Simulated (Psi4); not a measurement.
## Run report: CH4Si, excited-state calculation (part 2 of 3)

Continued. System: CH4Si, multiplicity 3, SMILES [CH][SiH3]. Method: EOM-CCSD/3-21G, ROHF (Psi4 1.11). The geometry comes from this level: GFN2-xTB.

Geometry of the input (Å):
```
C  0.6673  -0.8522  0.7346
Si -0.2589  0.4043  -0.1786
H  1.1379  -1.8135  0.7310
H  -1.5441  -0.1432  -0.6446
H  0.5114  0.8610  -1.3475
H  -0.5136  1.5436  0.7052
```

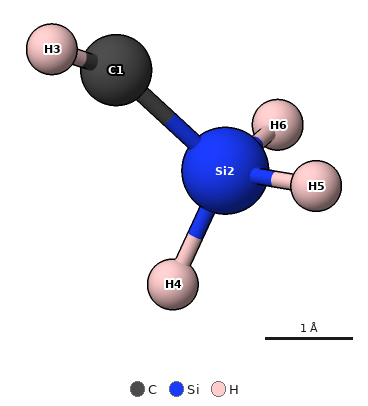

**Figure 1.** The input geometry (ball-and-stick view, seen at a tilt; atoms are numbered from 1 in the order of the input).

### Log, continued
```
Iter=1    L=4     Root    EOM Energy     Delta E   Res. Norm    Conv?
                     1   0.2949833411   2.95e-01    2.65e-01      N
                     2   0.2966541734   2.97e-01    2.64e-01      N
                     3   0.3319723067   3.32e-01    2.65e-01      N
                     4   0.3449118308   3.45e-01    2.53e-01      N
Iter=2    L=8     Root    EOM Energy     Delta E   Res. Norm    Conv?
                     1   0.2508456692  -4.41e-02    6.36e-02      N
                     2   0.2520417484  -4.46e-02    6.23e-02      N
                     3   0.2747775596  -5.72e-02    6.43e-02      N
                     4   0.2907172576  -5.42e-02    7.17e-02      N
Iter=3    L=12    Root    EOM Energy     Delta E   Res. Norm    Conv?
                     1   0.2483993122  -2.45e-03    3.37e-02      N
                     2   0.2497961981  -2.25e-03    3.24e-02      N
                     3   0.2715680350  -3.21e-03    2.85e-02      N
                     4   0.2851220198  -5.60e-03    4.99e-02      N
Iter=4    L=16    Root    EOM Energy     Delta E   Res. Norm    Conv?
                     1   0.2477394835  -6.60e-04    1.65e-02      N
                     2   0.2492688253  -5.27e-04    1.59e-02      N
                     3   0.2709252457  -6.43e-04    1.63e-02      N
                     4   0.2823771662  -2.74e-03    3.37e-02      N
Iter=5    L=20    Root    EOM Energy     Delta E   Res. Norm    Conv?
                     1   0.2473757587  -3.64e-04    8.95e-03      N
                     2   0.2489649258  -3.04e-04    8.63e-03      N
                     3   0.2704716964  -4.54e-04    1.06e-02      N
                     4   0.2808639465  -1.51e-03    2.15e-02      N
Iter=6    L=24    Root    EOM Energy     Delta E   Res. Norm    Conv?
                     1   0.2471623394  -2.13e-04    5.44e-03      N
                     2   0.2487671774  -1.98e-04    5.05e-03      N
                     3   0.2702050209  -2.67e-04    6.50e-03      N
                     4   0.2800106259  -8.53e-04    1.41e-02      N
Iter=7    L=28    Root    EOM Energy     Delta E   Res. Norm    Conv?
                     1   0.2470955019  -6.68e-05    3.87e-03      N
                     2   0.2487031209  -6.41e-05    3.12e-03      N
                     3   0.2700752254  -1.30e-04    5.11e-03      N
                     4   0.2795836960  -4.27e-04    1.27e-02      N
Iter=8    L=32    Root    EOM Energy     Delta E   Res. Norm    Conv?
                     1   0.2470916765  -3.83e-06    2.74e-03      N
                     2   0.2486960024  -7.12e-06    1.90e-03      N
                     3   0.2700250242  -5.02e-05    4.71e-03      N
                     4   0.2792075061  -3.76e-04    1.68e-02      N
Iter=9    L=36    Root    EOM Energy     Delta E   Res. Norm    Conv?
                     1   0.2470904181  -1.26e-06    2.12e-03      N
                     2   0.2486980768   2.07e-06    1.33e-03      N
                     3   0.2700374934   1.25e-05    4.52e-03      N
                     4   0.2784399558  -7.68e-04    2.59e-02      N
Iter=10   L=40    Root    EOM Energy     Delta E   Res. Norm    Conv?
                     1   0.2470891767  -1.24e-06    1.32e-03      N
                     2   0.2487009294   2.85e-06    8.21e-04      N
                     3   0.2700365889  -9.04e-07    4.00e-03      N
                     4   0.2766804311  -1.76e-03    3.31e-02      N
Iter=11   L=44    Root    EOM Energy     Delta E   Res. Norm    Conv?
                     1   0.2470849329  -4.24e-06    8.66e-04      N
                     2   0.2487013406   4.11e-07    5.92e-04      N
                     3   0.2700153310  -2.13e-05    3.28e-03      N
                     4   0.2750391002  -1.64e-03    2.46e-02      N
Iter=12   L=48    Root    EOM Energy     Delta E   Res. Norm    Conv?
                     1   0.2470809920  -3.94e-06    4.95e-04      N
                     2   0.2487004207  -9.20e-07    3.55e-04      N
                     3   0.2699869489  -2.84e-05    2.39e-03      N
                     4   0.2743445129  -6.95e-04    1.45e-02      N
Iter=13   L=8     Root    EOM Energy     Delta E   Res. Norm    Conv?
                     1   0.2470809920  -1.05e-15    4.95e-04      N
                     2   0.2487004207  -8.60e-16    3.55e-04      N
                     3   0.2699869489  -6.66e-16    2.39e-03      N
                     4   0.2743445129   1.78e-15    1.45e-02      N
Iter=14   L=12    Root    EOM Energy     Delta E   Res. Norm    Conv?
                     1   0.2470794904  -1.50e-06    2.63e-04      N
                     2   0.2486994812  -9.40e-07    1.94e-04      N
                     3   0.2699702397  -1.67e-05    1.52e-03      N
                     4   0.2740951424  -2.49e-04    7.60e-03      N
Iter=15   L=16    Root    EOM Energy     Delta E   Res. Norm    Conv?
                     1   0.2470790559  -4.34e-07    1.30e-04      N
                     2   0.2486986032  -8.78e-07    9.67e-05      N
                     3   0.2699656509  -4.59e-06    8.31e-04      N
                     4   0.2740172914  -7.79e-05    3.77e-03      N
Iter=16   L=20    Root    EOM Energy     Delta E   Res. Norm    Conv?
                     1   0.2470795299   4.74e-07    6.60e-05      N
                     2   0.2486986741   7.09e-08    4.29e-05      N
                     3   0.2699694863   3.84e-06    4.70e-04      N
                     4   0.2739966753  -2.06e-05    2.15e-03      N
Iter=17   L=24    Root    EOM Energy     Delta E   Res. Norm    Conv?
                     1   0.2470795966   6.67e-08    3.39e-05      N
                     2   0.2486987118   3.77e-08    1.90e-05      N
                     3   0.2699716696   2.18e-06    2.55e-04      N
                     4   0.2739882164  -8.46e-06    1.30e-03      N
Iter=18   L=28    Root    EOM Energy     Delta E   Res. Norm    Conv?
                     1   0.2470795738  -2.27e-08    1.59e-05      N
                     2   0.2486987340   2.22e-08    8.41e-06      N
                     3   0.2699714024  -2.67e-07    1.41e-04      N
                     4   0.2739951525   6.94e-06    7.91e-04      N
Iter=19   L=32    Root    EOM Energy     Delta E   Res. Norm    Conv?
                     1   0.2470795329  -4.10e-08    7.26e-06      N
                     2   0.2486987350   1.03e-09    4.00e-06      N
                     3   0.2699712018  -2.01e-07    8.83e-05      N
                     4   0.2739936282  -1.52e-06    5.45e-04      N
Iter=20   L=36    Root    EOM Energy     Delta E   Res. Norm    Conv?
                     1   0.2470795121  -2.07e-08    3.59e-06      N
                     2   0.2486987338  -1.16e-09    2.02e-06      N
                     3   0.2699712103   8.45e-09    4.79e-05      N
                     4   0.2739950116   1.38e-06    3.57e-04      N
Iter=21   L=40    Root    EOM Energy     Delta E   Res. Norm    Conv?
                     1   0.2470794973  -1.48e-08    1.99e-06      N
                     2   0.2486987249  -8.92e-09    1.09e-06      N
                     3   0.2699713187   1.08e-07    2.29e-05      N
                     4   0.2739919420  -3.07e-06    2.44e-04      N
Iter=22   L=44    Root    EOM Energy     Delta E   Res. Norm    Conv?
                     1   0.2470794942  -3.16e-09    1.12e-06      N
                     2   0.2486987255   5.74e-10    6.43e-07      Y
                     3   0.2699713572   3.85e-08    1.16e-05      N
                     4   0.2739916231  -3.19e-07    1.66e-04      N
Iter=23   L=47    Root    EOM Energy     Delta E   Res. Norm    Conv?
                     1   0.2470794968   2.62e-09    5.80e-07      Y
                     2   0.2486987257   1.54e-10    6.26e-07      Y
                     3   0.2699713381  -1.91e-08    6.40e-06      N
                     4   0.2739914775  -1.46e-07    1.11e-04      N
Iter=24   L=49    Root    EOM Energy     Delta E   Res. Norm    Conv?
                     1   0.2470794971   2.96e-10    5.68e-07      Y
                     2   0.2486987256  -1.09e-11    6.27e-07      Y
                     3   0.2699713104  -2.78e-08    3.75e-06      N
                     4   0.2739922517   7.74e-07    7.34e-05      N
Iter=25   L=8     Root    EOM Energy     Delta E   Res. Norm    Conv?
                     1   0.2470794971  -1.11e-12    5.68e-07      Y
                     2   0.2486987257   6.50e-12    6.25e-07      Y
                     3   0.2699713104   9.09e-12    3.75e-06      N
                     4   0.2739922517  -1.94e-14    7.34e-05      N
Iter=26   L=10    Root    EOM Energy     Delta E   Res. Norm    Conv?
                     1   0.2470794969  -1.88e-10    5.58e-07      Y
                     2   0.2486987255  -1.82e-10    6.17e-07      Y
                     3   0.2699712971  -1.33e-08    2.25e-06      N
                     4   0.2739922090  -4.27e-08    4.55e-05      N
Iter=27   L=12    Root    EOM Energy     Delta E   Res. Norm    Conv?
                     1   0.2470794972   2.99e-10    5.66e-07      Y
                     2   0.2486987256   9.81e-11    6.26e-07      Y
                     3   0.2699712969  -1.70e-10    1.61e-06      N
                     4   0.2739923724   1.63e-07    2.86e-05      N
Iter=28   L=14    Root    EOM Energy     Delta E   Res. Norm    Conv?
                     1   0.2470794969  -3.31e-10    5.56e-07      Y
                     2   0.2486987250  -5.57e-10    6.19e-07      Y
                     3   0.2699713059   9.04e-09    1.47e-06      N
                     4   0.2739921046  -2.68e-07    2.46e-05      N
Iter=29   L=16    Root    EOM Energy     Delta E   Res. Norm    Conv?
                     1   0.2470794970   1.10e-10    5.73e-07      Y
                     2   0.2486987253   2.68e-10    6.12e-07      Y
                     3   0.2699713090   3.06e-09    1.13e-06      N
                     4   0.2739920890  -1.56e-08    2.65e-05      N
Iter=30   L=18    Root    EOM Energy     Delta E   Res. Norm    Conv?
                     1   0.2470794965  -4.92e-10    5.55e-07      Y
                     2   0.2486987253  -1.41e-11    6.14e-07      Y
                     3   0.2699713090   4.77e-11    7.43e-07      Y
                     4   0.2739918943  -1.95e-07    2.94e-05      N
Iter=31   L=19    Root    EOM Energy     Delta E   Res. Norm    Conv?
                     1   0.2470794962  -2.98e-10    5.42e-07      Y
                     2   0.2486987253   5.70e-14    6.14e-07      Y
                     3   0.2699713090  -1.82e-12    7.43e-07      Y
                     4   0.2739921787   2.84e-07    2.47e-05      N
Iter=32   L=20    Root    EOM Energy     Delta E   Res. Norm    Conv?
                     1   0.2470794962   2.87e-12    5.37e-07      Y
                     2   0.2486987253  -8.16e-14    6.14e-07      Y
                     3   0.2699713090  -9.54e-14    7.43e-07      Y
                     4   0.2739921353  -4.34e-08    1.86e-05      N
Iter=33   L=21    Root    EOM Energy     Delta E   Res. Norm    Conv?
                     1   0.2470794962   7.88e-12    5.37e-07      Y
                     2   0.2486987253  -6.44e-15    6.14e-07      Y
                     3   0.2699713090   1.11e-13    7.43e-07      Y
                     4   0.2739922945   1.59e-07    1.36e-05      N
Iter=34   L=22    Root    EOM Energy     Delta E   Res. Norm    Conv?
                     1   0.2470794963   8.31e-11    5.34e-07      Y
                     2   0.2486987253  -7.06e-14    6.14e-07      Y
                     3   0.2699713090   4.24e-13    7.43e-07      Y
                     4   0.2739922475  -4.70e-08    8.76e-06      N
Iter=35   L=23    Root    EOM Energy     Delta E   Res. Norm    Conv?
                     1   0.2470794964   6.67e-11    5.25e-07      Y
                     2   0.2486987253  -1.21e-13    6.14e-07      Y
                     3   0.2699713090   1.54e-13    7.43e-07      Y
                     4   0.2739922953   4.78e-08    5.13e-06      N
Iter=36   L=24    Root    EOM Energy     Delta E   Res. Norm    Conv?
                     1   0.2470794964   6.48e-11    5.21e-07      Y
                     2   0.2486987253   2.41e-15    6.14e-07      Y
                     3   0.2699713090   3.25e-13    7.43e-07      Y
                     4   0.2739922738  -2.15e-08    2.70e-06      N
Iter=37   L=25    Root    EOM Energy     Delta E   Res. Norm    Conv?
                     1   0.2470794964  -4.38e-11    5.15e-07      Y
                     2   0.2486987253  -7.29e-14    6.14e-07      Y
                     3   0.2699713090   2.76e-13    7.43e-07      Y
                     4   0.2739922844   1.06e-08    1.37e-06      N
Iter=38   L=26    Root    EOM Energy     Delta E   Res. Norm    Conv?
                     1   0.2470794964   7.08e-12    5.15e-07      Y
                     2   0.2486987253  -2.83e-15    6.14e-07      Y
                     3   0.2699713090   1.27e-12    7.43e-07      Y
                     4   0.2739922778  -6.61e-09    7.25e-07      Y
Collapsing to only 4 vector(s).

Procedure converged for 4 root(s).
Energy written to CC_INFO:Etot -327.1284373436
States per irrep written to CC_INFO.
<R|R> =   1.0000000000000004
EOM CCSD R0 for root 0 =  -0.00668043393
<R|R> =   1.0000000000000002
EOM CCSD R0 for root 1 =  -0.00001158104
<R|R> =   1.0000000000000000
EOM CCSD R0 for root 2 =  -0.00002654618
<R|R> =   1.0000000000000004
EOM CCSD R0 for root 3 =   0.07538300563

Final Energetic Summary for Converged Roots of Irrep A
                     Excitation Energy              Total Energy
                (eV)     (cm^-1)     (au)             (au)
EOM State 1      6.723    54227.7   0.2470794964  -327.155350125049

Largest components of excited wave function #1:
 RIA (libdpd indices) : (cscf notation)
         5 >   0      :       12a >    14a :   -0.1334761356
         4 >   0      :       11a >    14a :   -0.0703266526
         5 >   8      :       12a >    22a :   -0.0365835152
         4 >   1      :       11a >    15a :    0.0327289695
         3 >   2      :       10a >    16a :    0.0238866663
 Ria (libdpd indices) : (cscf notation)
         2 >  17      :        9a >    12a :    0.8739890109
         4 >  17      :       11a >    12a :    0.2966440316
         1 >  17      :        8a >    12a :   -0.1630751205
         2 >   1      :        9a >    15a :   -0.1514366583
         0 >  17      :        7a >    12a :    0.0958197496
 RIjAb (libdpd indices)     : (cscf notation)
        5   2 >   1  17     :    12a     9a >    15a    12a :   -0.0699624176
        5   4 >   1  17     :    12a    11a >    15a    12a :   -0.0524076258
        6   2 >   2  17     :    13a     9a >    16a    12a :   -0.0398579210
        5   2 >   9   9     :    12a     9a >    23a    23a :   -0.0376662462
        6   2 >  10   9     :    13a     9a >    24a    23a :   -0.0276008129
 RIJAB (libdpd indices)     : (cscf notation)
        6   5 >  10   0     :    13a    12a >    24a    14a :   -0.0061323830
        6   5 >   2   0     :    13a    12a >    16a    14a :   -0.0061093857
        5   2 >   8   0     :    12a     9a >    22a    14a :    0.0051413849
        5   3 >   2   0     :    12a    10a >    16a    14a :   -0.0049754252
        5   4 >   1   0     :    12a    11a >    15a    14a :    0.0047219679
 Rijab (libdpd indices)     : (cscf notation)
        2   1 >  17   8     :     9a     8a >    12a    22a :    0.0209550711
        2   1 >  17   0     :     9a     8a >    12a    14a :    0.0181952324
        2   0 >  17   4     :     9a     7a >    12a    18a :    0.0181804017
        1   0 >  17   3     :     8a     7a >    12a    17a :   -0.0171337618
        2   1 >  17   3     :     9a     8a >    12a    17a :    0.0143184376
EOM State 2      6.767    54583.1   0.2486987253  -327.153730896170

Largest components of excited wave function #2:
 RIA (libdpd indices) : (cscf notation)
         6 >   0      :       13a >    14a :   -0.3023800728
         3 >   0      :       10a >    14a :    0.1100534051
         6 >   3      :       13a >    17a :   -0.0886215965
         6 >   8      :       13a >    22a :   -0.0583144065
         6 >   1      :       13a >    15a :   -0.0318534185
 Ria (libdpd indices) : (cscf notation)
         2 >  18      :        9a >    13a :    0.8328820301
         4 >  18      :       11a >    13a :    0.2724746361
         1 >  18      :        8a >    13a :   -0.1401858851
         2 >   2      :        9a >    16a :   -0.1370633978
         0 >  18      :        7a >    13a :    0.1134739412
 RIjAb (libdpd indices)     : (cscf notation)
        6   2 >   2  18     :    13a     9a >    16a    13a :   -0.0613705710
        6   3 >   0  18     :    13a    10a >    14a    13a :   -0.0394325645
        6   2 >   0   0     :    13a     9a >    14a    14a :   -0.0365506018
        6   2 >  10  10     :    13a     9a >    24a    24a :   -0.0361464803
        5   2 >   2  17     :    12a     9a >    16a    12a :   -0.0308936696
 RIJAB (libdpd indices)     : (cscf notation)
        6   5 >   9   0     :    13a    12a >    23a    14a :    0.0140131517
        6   5 >   1   0     :    13a    12a >    15a    14a :    0.0127775744
        6   3 >   2   0     :    13a    10a >    16a    14a :   -0.0116715499
        6   4 >   1   0     :    13a    11a >    15a    14a :    0.0112397855
        6   2 >   8   0     :    13a     9a >    22a    14a :    0.0109406238
 Rijab (libdpd indices)     : (cscf notation)
        2   1 >  18   8     :     9a     8a >    13a    22a :    0.0198128913
        2   0 >  18   4     :     9a     7a >    13a    18a :    0.0182203845
        2   1 >  18   0     :     9a     8a >    13a    14a :    0.0169068399
        1   0 >  18   3     :     8a     7a >    13a    17a :   -0.0165269181
        2   1 >  18   3     :     9a     8a >    13a    17a :    0.0152326830
EOM State 3      7.346    59251.9   0.2699713090  -327.132458312394

Largest components of excited wave function #3:
 RIA (libdpd indices) : (cscf notation)
         6 >   0      :       13a >    14a :   -0.7993444232
         6 >   3      :       13a >    17a :   -0.2540371778
         3 >   0      :       10a >    14a :    0.2238704258
         6 >   1      :       13a >    15a :   -0.0865075839
         6 >   8      :       13a >    22a :   -0.0806287111
 Ria (libdpd indices) : (cscf notation)
         2 >  18      :        9a >    13a :   -0.2714912596
         4 >  18      :       11a >    13a :   -0.1972245710
         1 >  18      :        8a >    13a :    0.1268712397
         3 >  17      :       10a >    12a :    0.0719455310
         4 >   2      :       11a >    16a :    0.0577819379
 RIjAb (libdpd indices)     : (cscf notation)
        6   3 >   0  18     :    13a    10a >    14a    13a :   -0.1031933506
        6   2 >   0   0     :    13a     9a >    14a    14a :   -0.0634239667
        6   4 >   0  17     :    13a    11a >    14a    12a :    0.0619486503
        6   2 >   0   8     :    13a     9a >    14a    22a :   -0.0498922840
        0   0 >   0  18     :     7a     7a >    14a    13a :   -0.0453519285
 RIJAB (libdpd indices)     : (cscf notation)
        6   5 >   9   0     :    13a    12a >    23a    14a :    0.0399776966
        6   5 >   1   0     :    13a    12a >    15a    14a :    0.0379381471
        6   2 >   8   0     :    13a     9a >    22a    14a :    0.0324418281
        6   3 >   2   0     :    13a    10a >    16a    14a :   -0.0299188472
        6   4 >   1   0     :    13a    11a >    15a    14a :    0.0298293272
 Rijab (libdpd indices)     : (cscf notation)
        4   2 >  18   0     :    11a     9a >    13a    14a :    0.0114666517
        1   0 >  18   3     :     8a     7a >    13a    17a :    0.0077035070
        2   0 >  18   4     :     9a     7a >    13a    18a :   -0.0071158648
        4   2 >  18   8     :    11a     9a >    13a    22a :    0.0069651541
        2   1 >  18   8     :     9a     8a >    13a    22a :   -0.0065172802
EOM State 4      7.456    60134.4   0.2739922778  -327.128437343620
```
